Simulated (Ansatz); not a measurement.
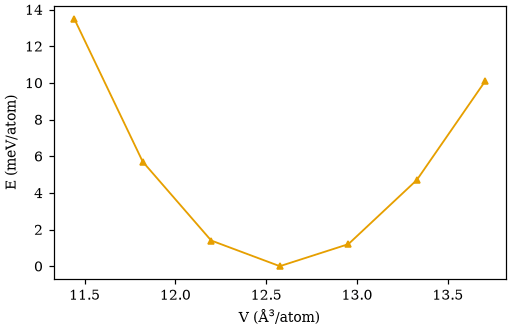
Figure. KMgH₃ (cubic perovskite, Pm-3m) under volume change, plane-wave PAW PBEsol (Ansatz code), scaled uniformly.

### Question
What does a third-order Birch–Murnaghan fit give for V₀, B₀ and B′?

### Answer
V₀ = 12.58 Å³/atom, B₀ = 36.5 GPa, B′ = 3.7.

The first step of the workflow began from a Materials Project structure, measured or hypothetical; the Crystallography Open Database files this formula in space group No. 221, but the cells were not matched. Whether it is the stable phase at ambient conditions was not checked. Symmetry was held in the PBEsol relaxation; whether a distortion lowers the energy is not shown.

Potentials: the later of the program's two PAW sets.
